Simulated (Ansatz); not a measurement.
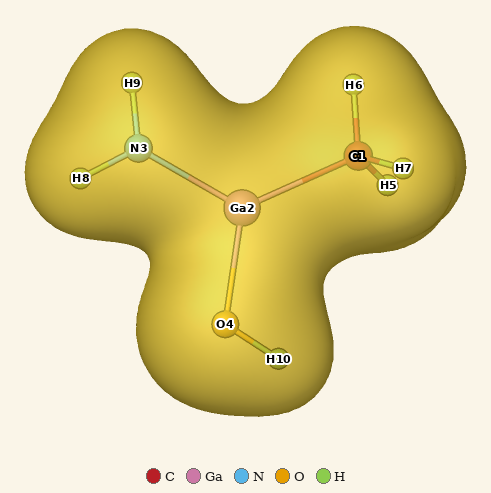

Figure 1: CH$_{6}$GaNO (SMILES [CH3][Ga]([NH2])[OH]). Isosurface of the electron density at 0.05 e/Å³ (yellow), seen across its widest extent.

Geometry: PBE0-D4/def2-TZVP.

Computed with RKS PBE0-D4/def2-TZVPP (Ansatz 0.2.0).

```xyz
10

C    -1.4384    0.6053   -0.2777
Ga    0.3822   -0.0854   -0.0992
N     1.0492   -0.9601    1.3368
O     1.6271    0.0802   -1.3832
H    -1.9332    0.1564   -1.1414
H    -2.0312    0.3882    0.6118
H    -1.4222    1.6869   -0.4270
H     1.9963   -1.2948    1.3770
H     0.5326   -1.1659    2.1729
H     1.3208    0.5382   -2.1671
```

> What does this surface tell about the bonding?

At this value the surface is in one piece. It bridges the sampled Ga–O (1.80 Å), Ga–N (1.81 Å), C–Ga (1.96 Å) and O–H (0.96 Å) contacts, where the density stays above the isovalue. On the grid the lowest density along these lines, outside the cores, is 0.88 e/Å³ (Ga–O, 1.80 Å), 0.92 e/Å³ (Ga–N, 1.81 Å), 0.79 e/Å³ (C–Ga, 1.96 Å) and 2.5 e/Å³ (O–H, 0.96 Å).
